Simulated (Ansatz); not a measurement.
The starting structures come from a database of crystals and need not be the phases stable at ambient conditions.

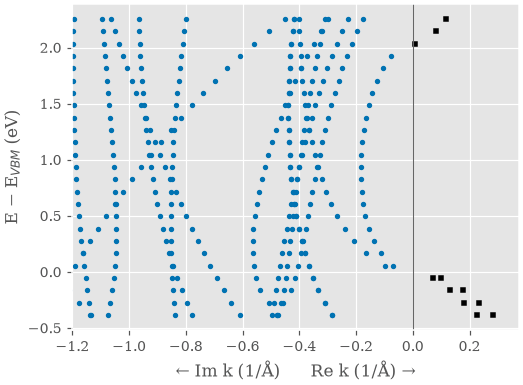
Fig. 1. Complex bands at the centre of the two-dimensional zone; r2SCAN run with Ansatz (a program for electronic structure)

The gap is the functional's own, uncorrected, and κ follows it; spin-orbit coupling is left out. Mid-gap values are interpolated between the computed energies.

Task: This is CuI (P4/nmm, not sure to be the ambient phase, 4 atoms a cell, 25.1 Å³ an atom, 2 GPa at this level) along the normal of (110). Read off the slowest decay at the centre of the two-dimensional zone at 1.04 eV, the computed energy nearest the middle of the gap.

Result: κ ≈ 0.18 1/Å, a decay length 1/(2κ) of the density of 2.8 Å.
